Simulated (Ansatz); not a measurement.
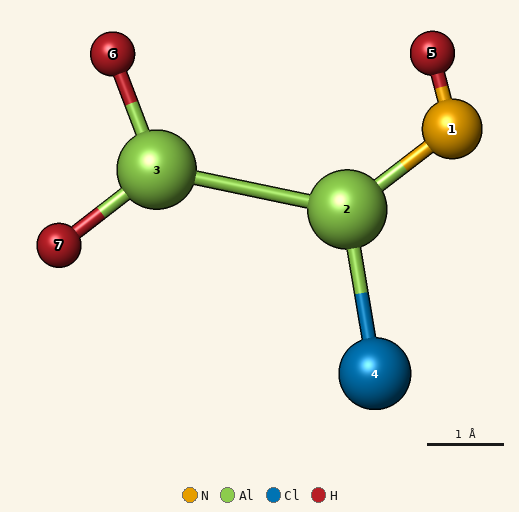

The input geometry (ball-and-stick view, seen on its broad side; atoms are numbered from 1 in the order of the input). Sticks mark near contacts.

**Run report: Al₂NH₃Cl (charge −1), nudged elastic band**

Al₂NH₃Cl, charge −1, computed with UKS PBE/def2-SVP (Ansatz 0.2.0).

It belongs to a series of runs on one base structure; here: band between the two ends. Figures and captions count atoms from 1; the log counts them from 0 in places.

Input
```yaml
crystal:
  periodic: [false, false, false]
  atoms:
    - { symbol: "N", position_ang: [-2.329139, 0.602318, 0.193398] }
    - { symbol: Al, position_ang: [-0.910339, -0.201261, -0.453515] }
    - { symbol: Al, position_ang: [1.565472, -0.084798, 0.270074] }
    - { symbol: Cl, position_ang: [-1.17785, -1.534333, -2.193532] }
    - { symbol: H, position_ang: [-2.116055, 1.201806, 1.012739] }
    - { symbol: H, position_ang: [2.068325, 0.79163, 1.564887] }
    - { symbol: H, position_ang: [2.899586, -0.775351, -0.39406] }
total_charge: -1
magnetization:
  spin_polarized: true
basis:
  gaussian: { orbitals: def2-SVP }
hamiltonian:
  xc: pbe
neb:
  order_check: false
  images: 7
  f_tol: 0.05
  max_iterations: 60
  spring: 20.0
  final_atoms:
    - { symbol: "N", position_ang: [-0.64006876, 0.51614858, 0.03624033] }
    - { symbol: Al, position_ang: [-0.66406163, -1.09009942, -0.79830074] }
    - { symbol: Al, position_ang: [1.15235906, 0.16502753, 0.49180331] }
    - { symbol: Cl, position_ang: [-2.58357822, -1.67587091, -1.76835674] }
    - { symbol: H, position_ang: [-1.22132076, 1.33516793, 0.25391041] }
    - { symbol: H, position_ang: [1.57388869, -0.2097216, 2.03280072] }
    - { symbol: H, position_ang: [2.38278162, 0.95935888, -0.24810628] }
  initial_path:
    images:
      - { positions_ang: [[-2.329139, 0.602318, 0.193398], [-0.910339, -0.201261, -0.453515], [1.565472, -0.084798, 0.270074], [-1.17785, -1.534333, -2.193532], [-2.116055, 1.201806, 1.012739], [2.068325, 0.79163, 1.564887], [2.899586, -0.775351, -0.39406]] }
      - { positions_ang: [[-2.38030633, 0.59445134, 0.17803646], [-0.96286235, -0.194542, -0.46015151], [1.50721124, -0.08331612, 0.25386173], [-1.18982536, -1.52268534, -2.18183738], [-1.82455898, 1.13600808, 0.99701397], [1.96838156, 0.80143047, 1.55070255], [2.88196022, -0.73133544, -0.33763482]] }
      - { positions_ang: [[-2.43147366, 0.58658469, 0.16267493], [-1.01538569, -0.18782299, -0.46678803], [1.44895049, -0.08183425, 0.23764947], [-1.20180072, -1.51103768, -2.17014276], [-1.53306296, 1.07021017, 0.98128894], [1.86843812, 0.81123094, 1.5365181], [2.86433444, -0.68731987, -0.28120965]] }
      - { positions_ang: [[-2.482641, 0.57871803, 0.14731339], [-1.06790904, -0.18110399, -0.47342454], [1.39068973, -0.08035237, 0.2214372], [-1.21377608, -1.49939003, -2.15844814], [-1.24156695, 1.00441225, 0.96556392], [1.76849467, 0.82103141, 1.52233365], [2.84670866, -0.64330431, -0.22478447]] }
      - { positions_ang: [[-2.53380833, 0.57085138, 0.13195186], [-1.12043239, -0.17438499, -0.48006106], [1.33242897, -0.07887049, 0.20522493], [-1.22575144, -1.48774237, -2.14675352], [-0.95007093, 0.93861434, 0.94983889], [1.66855123, 0.83083188, 1.5081492], [2.82908288, -0.59928875, -0.1683593]] }
      - { positions_ang: [[-2.06037344, 0.55717568, 0.10802398], [-1.0063397, -0.4033136, -0.55962098], [1.28741149, -0.01789599, 0.27686953], [-1.56520813, -1.5347745, -2.05215433], [-1.01788339, 1.03775274, 0.77585677], [1.6448856, 0.57069351, 1.63931208], [2.71750757, -0.20962684, -0.18829604]] }
      - { positions_ang: [[-1.58693854, 0.54349998, 0.08409609], [-0.89224701, -0.63224221, -0.6391809], [1.24239401, 0.04307852, 0.34851412], [-1.90466483, -1.58180664, -1.95755513], [-1.08569584, 1.13689113, 0.60187465], [1.62121996, 0.31055514, 1.77047496], [2.60593225, 0.18003507, -0.20823279]] }
      - { positions_ang: [[-1.11350365, 0.52982428, 0.06016821], [-0.77815432, -0.86117081, -0.71874082], [1.19737653, 0.10405302, 0.42015872], [-2.24412153, -1.62883877, -1.86295594], [-1.1535083, 1.23602953, 0.42789253], [1.59755433, 0.05041677, 1.90163784], [2.49435694, 0.56969698, -0.22816954]] }
      - { positions_ang: [[-0.64006876, 0.51614858, 0.03624033], [-0.66406163, -1.09009942, -0.79830074], [1.15235906, 0.16502753, 0.49180331], [-2.58357822, -1.67587091, -1.76835674], [-1.22132076, 1.33516793, 0.25391041], [1.57388869, -0.2097216, 2.03280072], [2.38278162, 0.95935888, -0.24810628]] }
```

Hardware: 2 threads of Intel Xeon (Sapphire Rapids), 16 GiB of memory available, shared host.

Run as:
```bash
ansatz run input.yaml --threads 2 --pin off --max-ram 3072MiB --backend cpu --events-out ev --progress --plain --runs-dir out
```

Output
```
Engine: ansatz 0.2.0, x86_64-unknown-linux-gnu
Functional definition: PBE
  parameter kappa = 0.804
  parameter beta = 0.06672455060314922
  exchange = pbe_x(kappa = kappa, mu = beta*pi^2/3)
  correlation = pbe_c(beta = beta)
927 factors; their error is unknown
mean field evaluation 1: about -27224.4128 eV, gradient 4.2e1 eV
mean field evaluation 2: about -27081.6345 eV, gradient 1.1e2 eV
mean field evaluation 4: about -27207.2254 eV, gradient 4.9e1 eV
mean field evaluation 8: about -27233.7543 eV, gradient 1.3e0 eV
mean field evaluation 16: about -27233.7133 eV, gradient 1.0e-3 eV
mean field evaluation 32: about -27233.5132 eV, gradient 1.3e0 eV
mean field -27233.71329498 eV, -1000.8205039165 hartree, gradient 1.9e-5 eV, S^2 0.000000; 6 other end points of the search recorded, 0 dependent functions left out
the calculation of the forces begins
reference -27233.71333661 eV, -1000.8205054467 hartree; 27, 27 occupied and 56, 56 virtual orbitals, 927 factors
927 factors; their error is unknown
mean field evaluation 64: about -27235.3753 eV, gradient 7.9e-3 eV
mean field -27235.37529736 eV, -1000.8815813775 hartree, gradient 3.9e-5 eV, S^2 0.000000; 0 other end points of the search recorded, 0 dependent functions left out
[... from here on the field's lines of each further geometry are left out, up to the last ...]
NEB iter   1: max|band force component| = 1.805e1 eV/Å  barrier→ = 3.0785 eV  barrier← = 4.7405 eV  Δτ_max = 0.2000 Å  (788 SCF iters)
NEB iter   2: max|band force component| = 4.754e0 eV/Å  barrier→ = 2.6514 eV  barrier← = 4.3134 eV  Δτ_max = 0.2000 Å  (261 SCF iters)
NEB iter   3: max|band force component| = 1.041e1 eV/Å  barrier→ = 1.5087 eV  barrier← = 3.1708 eV  Δτ_max = 0.1001 Å  (256 SCF iters)
NEB iter   4: max|band force component| = 5.338e0 eV/Å  barrier→ = 0.9175 eV  barrier← = 2.5795 eV  Δτ_max = 0.1977 Å  (235 SCF iters)
NEB iter   5: max|band force component| = 4.093e0 eV/Å  barrier→ = 0.4387 eV  barrier← = 2.1007 eV  Δτ_max = 0.1973 Å  (253 SCF iters)
NEB iter   6: max|band force component| = 3.482e0 eV/Å  barrier→ = 0.4209 eV  barrier← = 2.0829 eV  Δτ_max = 0.1960 Å  (244 SCF iters)
NEB iter   7: max|band force component| = 2.268e0 eV/Å  barrier→ = 0.3185 eV  barrier← = 1.9805 eV  Δτ_max = 0.2000 Å  (242 SCF iters)
NEB iter   8: max|band force component| = 1.346e0 eV/Å  barrier→ = 0.2752 eV  barrier← = 1.9372 eV  Δτ_max = 0.2000 Å  (242 SCF iters)
NEB iter   9: max|band force component| = 7.442e-1 eV/Å  barrier→ = 0.0723 eV  barrier← = 1.7343 eV  Δτ_max = 0.1979 Å  (244 SCF iters)
NEB iter  10: max|band force component| = 1.756e0 eV/Å  barrier→ = 0.0282 eV  barrier← = 1.6903 eV  Δτ_max = 0.1001 Å  (244 SCF iters)
NEB iter  11: max|band force component| = 5.400e-1 eV/Å  barrier→ = 0.0003 eV  barrier← = 1.6623 eV  Δτ_max = 0.1989 Å  (232 SCF iters)
NEB iter  12: max|band force component| = 2.102e-1 eV/Å  barrier→ = -0.0023 eV  barrier← = 1.6597 eV  CI = image 1  Δτ_max = 0.1912 Å  (235 SCF iters)
NEB iter  13: max|band force component| = 6.090e-1 eV/Å  barrier→ = -0.0042 eV  barrier← = 1.6578 eV  CI = image 1  Δτ_max = 0.1016 Å  (233 SCF iters)
NEB iter  14: max|band force component| = 1.569e-1 eV/Å  barrier→ = -0.0034 eV  barrier← = 1.6587 eV  CI = image 1  Δτ_max = 0.1046 Å  (230 SCF iters)
NEB iter  15: max|band force component| = 1.110e-1 eV/Å  barrier→ = -0.0031 eV  barrier← = 1.6589 eV  CI = image 1  Δτ_max = 0.1984 Å  (233 SCF iters)
NEB iter  16: max|band force component| = 2.082e0 eV/Å  barrier→ = 0.0225 eV  barrier← = 1.6845 eV  CI = image 2  Δτ_max = 0.0999 Å  (248 SCF iters)
NEB iter  17: max|band force component| = 2.277e-1 eV/Å  barrier→ = 0.0043 eV  barrier← = 1.6663 eV  CI = image 2  Δτ_max = 0.2000 Å  (231 SCF iters)
NEB iter  18: max|band force component| = 5.052e0 eV/Å  barrier→ = 0.0159 eV  barrier← = 1.6779 eV  CI = image 1  Δτ_max = 0.0998 Å  (234 SCF iters)
NEB iter  19: max|band force component| = 1.812e0 eV/Å  barrier→ = 0.0296 eV  barrier← = 1.6916 eV  CI = image 2  Δτ_max = 0.2000 Å  (229 SCF iters)
NEB iter  20: max|band force component| = 3.847e-1 eV/Å  barrier→ = 0.0353 eV  barrier← = 1.6973 eV  CI = image 2  Δτ_max = 0.1892 Å  (234 SCF iters)
NEB iter  21: max|band force component| = 4.220e-1 eV/Å  barrier→ = 0.0462 eV  barrier← = 1.7082 eV  CI = image 2  Δτ_max = 0.2000 Å  (235 SCF iters)
NEB iter  22: max|band force component| = 3.615e-1 eV/Å  barrier→ = 0.0347 eV  barrier← = 1.6967 eV  CI = image 2  Δτ_max = 0.2000 Å  (236 SCF iters)
NEB iter  23: max|band force component| = 3.110e-1 eV/Å  barrier→ = -0.0034 eV  barrier← = 1.6586 eV  CI = image 2  Δτ_max = 0.2000 Å  (241 SCF iters)
NEB iter  24: max|band force component| = 9.725e0 eV/Å  barrier→ = -0.0143 eV  barrier← = 1.6477 eV  CI = image 1  Δτ_max = 0.1015 Å  (240 SCF iters)
NEB iter  25: max|band force component| = 1.104e1 eV/Å  barrier→ = -0.0090 eV  barrier← = 1.6530 eV  CI = image 1  Δτ_max = 0.1894 Å  (228 SCF iters)
NEB iter  26: max|band force component| = 3.062e0 eV/Å  barrier→ = 0.2652 eV  barrier← = 1.9272 eV  CI = image 2  Δτ_max = 0.1352 Å  (233 SCF iters)
NEB iter  27: max|band force component| = 3.276e-1 eV/Å  barrier→ = 0.0044 eV  barrier← = 1.6664 eV  CI = image 2  Δτ_max = 0.1423 Å  (226 SCF iters)
NEB iter  28: max|band force component| = 1.032e1 eV/Å  barrier→ = -0.0144 eV  barrier← = 1.6476 eV  CI = image 1  Δτ_max = 0.1952 Å  (224 SCF iters)
NEB iter  29: max|band force component| = 2.162e0 eV/Å  barrier→ = 0.1650 eV  barrier← = 1.8270 eV  CI = image 2  Δτ_max = 0.1313 Å  (238 SCF iters)
NEB iter  30: max|band force component| = 3.274e-1 eV/Å  barrier→ = -0.0009 eV  barrier← = 1.6611 eV  CI = image 2  Δτ_max = 0.1679 Å  (225 SCF iters)
NEB iter  31: max|band force component| = 8.712e0 eV/Å  barrier→ = -0.0128 eV  barrier← = 1.6492 eV  CI = image 1  Δτ_max = 0.2000 Å  (227 SCF iters)
NEB iter  32: max|band force component| = 7.411e0 eV/Å  barrier→ = 0.0800 eV  barrier← = 1.7420 eV  CI = image 2  Δτ_max = 0.1809 Å  (234 SCF iters)
NEB iter  33: max|band force component| = 5.189e0 eV/Å  barrier→ = 0.0060 eV  barrier← = 1.6680 eV  CI = image 1  Δτ_max = 0.1946 Å  (229 SCF iters)
NEB iter  34: max|band force component| = 4.542e0 eV/Å  barrier→ = 0.0609 eV  barrier← = 1.7229 eV  CI = image 2  Δτ_max = 0.1979 Å  (239 SCF iters)
NEB iter  35: max|band force component| = 6.150e0 eV/Å  barrier→ = 0.0120 eV  barrier← = 1.6740 eV  CI = image 1  Δτ_max = 0.2000 Å  (231 SCF iters)
NEB iter  36: max|band force component| = 5.289e0 eV/Å  barrier→ = 0.0498 eV  barrier← = 1.7118 eV  CI = image 2  Δτ_max = 0.2000 Å  (247 SCF iters)
NEB iter  37: max|band force component| = 3.748e-1 eV/Å  barrier→ = 0.0252 eV  barrier← = 1.6872 eV  CI = image 2  Δτ_max = 0.1692 Å  (241 SCF iters)
NEB iter  38: max|band force component| = 3.647e0 eV/Å  barrier→ = -0.0017 eV  barrier← = 1.6603 eV  CI = image 1  Δτ_max = 0.1983 Å  (227 SCF iters)
NEB iter  39: max|band force component| = 1.975e-1 eV/Å  barrier→ = -0.0015 eV  barrier← = 1.6606 eV  CI = image 1  Δτ_max = 0.0649 Å  (241 SCF iters)
NEB iter  40: max|band force component| = 1.077e-1 eV/Å  barrier→ = -0.0011 eV  barrier← = 1.6609 eV  CI = image 1  Δτ_max = 0.1046 Å  (231 SCF iters)
NEB iter  41: max|band force component| = 8.684e-2 eV/Å  barrier→ = -0.0026 eV  barrier← = 1.6594 eV  CI = image 1  Δτ_max = 0.0828 Å  (230 SCF iters)
the calculation of the forces begins
reference -27235.29546591 eV, -1000.8786476261 hartree; 27, 27 occupied and 56, 56 virtual orbitals, 927 factors
927 factors; their error is unknown
mean field evaluation 2656: about -27233.7170 eV, gradient 8.9e-5 eV
mean field evaluation 2688: about -27233.4794 eV, gradient 2.1e0 eV
mean field -27233.71695122 eV, -1000.8206382811 hartree, gradient 1.1e-5 eV, S^2 0.000000; 7 other end points of the search recorded, 0 dependent functions left out
the calculation of the forces begins
reference -27233.71699263 eV, -1000.8206398028 hartree; 27, 27 occupied and 56, 56 virtual orbitals, 927 factors
NEB iter  42: max|band force component| = 4.045e-2 eV/Å  barrier→ = -0.0037 eV  barrier← = 1.6583 eV  CI = image 1  Δτ_max = 0.0000 Å  (696 SCF iters)
```

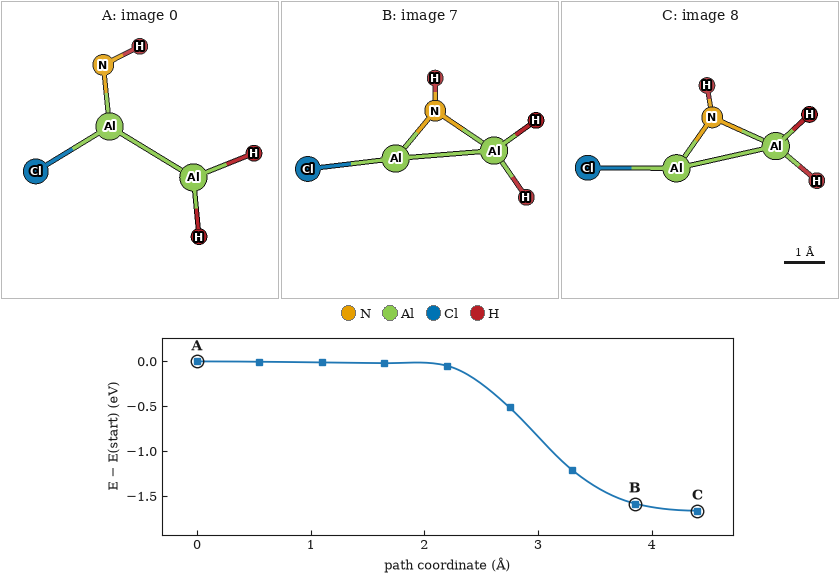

Images of the last band (counted from 0; ball-and-stick, seen at a tilt) above the energy along the path; the line is a cubic interpolation that uses the forces. No image lies above both ends; the end is 1.662 eV below the start. The path is 4.40 Å long. The band converged in 42 iterations.

```
Total energy: -27233.71699263 eV, -1000.8206398028 hartree
Atom 0 at    -2.267074     0.720127     0.097751 Å, force    -0.019806    -0.031482    -0.044227 eV/Å
Atom 1 at    -0.915216    -0.263920    -0.424962 Å, force     0.005450     0.013209     0.010637 eV/Å
Atom 2 at     1.553562    -0.140499     0.306941 Å, force    -0.016709    -0.005888     0.005496 eV/Å
Atom 3 at    -1.229528    -1.666986    -2.100717 Å, force    -0.008132     0.008689     0.014975 eV/Å
Atom 4 at    -2.083559     1.304872     0.932300 Å, force     0.023778     0.013185     0.019287 eV/Å
Atom 5 at     2.025806     0.521420     1.733777 Å, force    -0.001023    -0.004756     0.003765 eV/Å
Atom 6 at     2.916010    -0.475003    -0.545099 Å, force     0.016442     0.007044    -0.009933 eV/Å
Dipole moment:     0.220786    -0.262523    -0.098582 e Å
this run last wrote the band of iteration 42 to [file]
```

The last band as extended XYZ (Å, eV, eV/Å)
```
7
Properties=species:S:1:pos:R:3:forces:R:3 image=0 energy=-27233.71330
N    -2.3291    0.6023    0.1934   -0.0009   0.0000  -0.0022
Al   -0.9103   -0.2013   -0.4535    0.0019   0.0009   0.0019
Al    1.5655   -0.0848    0.2701   -0.0007   0.0002   0.0004
Cl   -1.1779   -1.5343   -2.1935   -0.0019  -0.0009  -0.0003
H    -2.1161    1.2018    1.0127    0.0003  -0.0003   0.0002
H     2.0683    0.7916    1.5649    0.0004  -0.0006   0.0007
H     2.8996   -0.7754   -0.3941    0.0010   0.0007  -0.0007
7
Properties=species:S:1:pos:R:3:forces:R:3 image=1 energy=-27233.71695
N    -2.2671    0.7201    0.0978   -0.0198  -0.0315  -0.0442
Al   -0.9152   -0.2639   -0.4250    0.0054   0.0132   0.0106
Al    1.5536   -0.1405    0.3069   -0.0167  -0.0059   0.0055
Cl   -1.2295   -1.6670   -2.1007   -0.0081   0.0087   0.0150
H    -2.0836    1.3049    0.9323    0.0238   0.0132   0.0193
H     2.0258    0.5214    1.7338   -0.0010  -0.0048   0.0038
H     2.9160   -0.4750   -0.5451    0.0164   0.0070  -0.0099
7
Properties=species:S:1:pos:R:3:forces:R:3 image=2 energy=-27233.72442
N    -2.1470    0.8591   -0.0137    0.0225   0.0017   0.0254
Al   -0.9182   -0.3084   -0.4513    0.0075   0.0039   0.0102
Al    1.5208   -0.2215    0.3507    0.0071  -0.0087  -0.0068
Cl   -1.3547   -1.7476   -2.0607   -0.0084  -0.0033  -0.0062
H    -1.9392    1.4224    0.8313   -0.0111  -0.0022  -0.0280
H     1.9356    0.1925    1.8845   -0.0070  -0.0015   0.0045
H     2.9026   -0.1964   -0.5408   -0.0107   0.0102   0.0009
7
Properties=species:S:1:pos:R:3:forces:R:3 image=3 energy=-27233.73318
N    -1.9362    0.9090   -0.0612    0.0005  -0.0017  -0.0213
Al   -0.9075   -0.4343   -0.4893    0.0104   0.0125   0.0187
Al    1.4772   -0.2602    0.3666    0.0009  -0.0097  -0.0067
Cl   -1.5456   -1.8383   -2.0516   -0.0174  -0.0147  -0.0069
H    -1.7174    1.4738    0.7756    0.0067   0.0018   0.0087
H     1.7941    0.0516    1.9456   -0.0056  -0.0067   0.0078
H     2.8355    0.0985   -0.4856    0.0044   0.0185  -0.0003
7
Properties=species:S:1:pos:R:3:forces:R:3 image=4 energy=-27233.76181
N    -1.5308    0.8830    0.0213    0.2634  -0.0282   0.0144
Al   -0.8667   -0.5927   -0.5316    0.0204  -0.1017  -0.0087
Al    1.4086   -0.2166    0.3648   -0.0528   0.0167  -0.0010
Cl   -1.7291   -1.8833   -2.0802   -0.1110  -0.0535  -0.0452
H    -1.7360    1.5764    0.7365   -0.0240   0.0771   0.0037
H     1.7109   -0.0297    1.9618   -0.0359  -0.0285   0.0100
H     2.7431    0.2628   -0.4726   -0.0600   0.1180   0.0269
7
Properties=species:S:1:pos:R:3:forces:R:3 image=5 energy=-27234.22652
N    -1.1497    0.8086    0.1869    0.8542  -0.1589   0.3333
Al   -0.8625   -0.7063   -0.6005    0.0194  -0.2368  -0.1793
Al    1.2594   -0.0601    0.3799   -0.3323   0.3348   0.0828
Cl   -1.8853   -1.9375   -2.1004   -0.3316  -0.0958  -0.1063
H    -1.6818    1.5569    0.6487    0.1426  -0.0054  -0.2431
H     1.6942   -0.0391    1.9569   -0.0979  -0.0487   0.0445
H     2.6258    0.3773   -0.4715   -0.2544   0.2108   0.0681
7
Properties=species:S:1:pos:R:3:forces:R:3 image=6 energy=-27234.92275
N    -0.8696    0.7127    0.2193    0.5615  -0.2165   0.0493
Al   -0.8208   -0.8457   -0.6508    0.1001  -0.2843  -0.1128
Al    1.1188    0.0822    0.4370   -0.2935   0.2986   0.1324
Cl   -2.0998   -1.9077   -2.0930   -0.3739   0.0566  -0.0311
H    -1.4520    1.5032    0.5595    0.4317  -0.1294  -0.1921
H     1.6518   -0.0412    1.9826   -0.1176  -0.0018   0.0761
H     2.4718    0.4965   -0.4547   -0.3083   0.2767   0.0782
7
Properties=species:S:1:pos:R:3:forces:R:3 image=7 energy=-27235.29542
N    -0.7213    0.5935    0.1427    0.0944  -0.0815  -0.0410
Al   -0.7424   -1.0043   -0.7029    0.0562  -0.1087  -0.0348
Al    1.1107    0.1204    0.5001   -0.0097   0.0344   0.0361
Cl   -2.3713   -1.7504   -2.0109   -0.1525   0.0835   0.0506
H    -1.2521    1.4394    0.4009    0.1063  -0.0603  -0.0978
H     1.5935   -0.0734    2.0546   -0.0343  -0.0111   0.0430
H     2.3829    0.6748   -0.3844   -0.0604   0.1437   0.0439
7
Properties=species:S:1:pos:R:3:forces:R:3 image=8 energy=-27235.37530
N    -0.6401    0.5161    0.0362    0.0158  -0.0116  -0.0013
Al   -0.6641   -1.0901   -0.7983    0.0029  -0.0061   0.0012
Al    1.1524    0.1650    0.4918   -0.0002  -0.0036  -0.0037
Cl   -2.5836   -1.6759   -1.7684   -0.0057  -0.0003  -0.0036
H    -1.2213    1.3352    0.2539   -0.0053   0.0142   0.0065
H     1.5739   -0.2097    2.0328   -0.0033   0.0049  -0.0027
H     2.3828    0.9594   -0.2481   -0.0043   0.0024   0.0036
```

Key numbers

| quantity | value |
| --- | --- |
| outcome | converged |
| barrier, forward | −0.004 eV |
| barrier, backward | 1.658 eV |
| wall time | 6.8 min (CPU time 13 min) |
| peak memory | 0.18 GiB |

Notes

The order of the saddle point was not checked.
